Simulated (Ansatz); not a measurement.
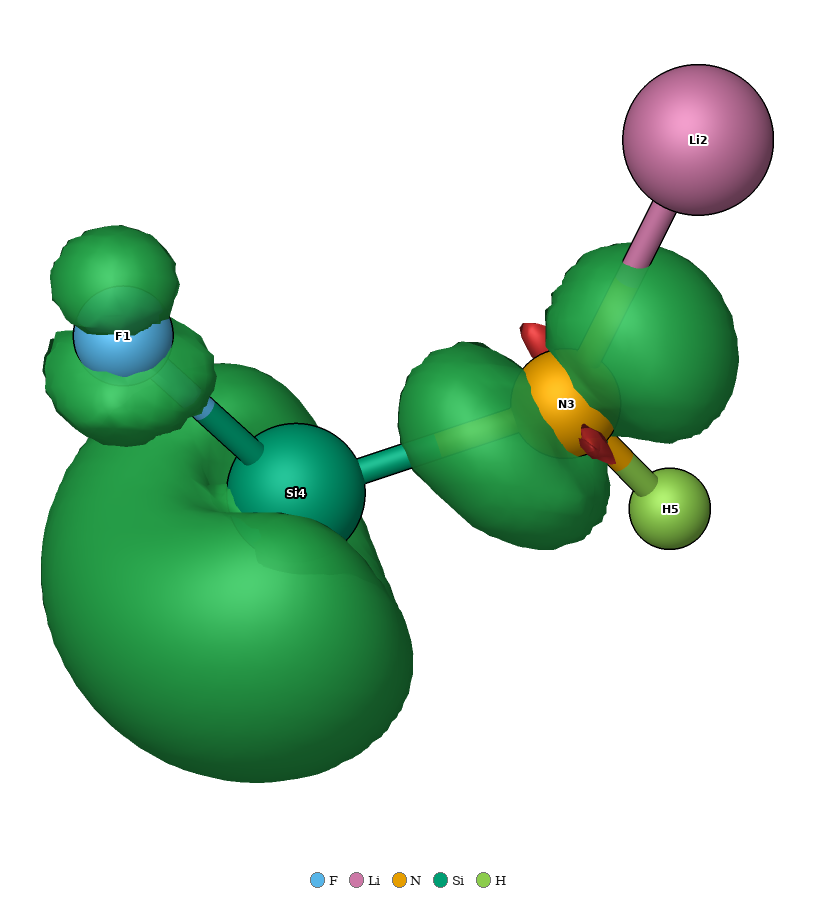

The picture shows: FHLiNSi (SMILES [Li]/[NH+]=[Si]\F) (charge +1, doublet). Isosurfaces of the spin density (α minus β) at +0.03 (green) and −0.03 e/Å³ (red), seen at a tilt.

Geometry: PBE-D3(BJ)/def2-SVP.

All numbers below come from isolated molecule in a Gaussian basis; Kohn-Sham density functional theory, functional PBE0 (Ansatz).

```xyz
5

F     0.4810   -0.3778    0.5578
Li   -0.8446    2.1579    2.6289
N     0.6084    2.2582    1.3988
Si    1.2160    1.0592    0.4366
H     1.1081    3.1581    1.2892
```

> Describe the spin distribution.

The unpaired spin (1 electron) lies mostly on Si4 (about 0.7), N3 (about 0.2) and F1 (about 0.1), in electrons by Hirshfeld's partition.
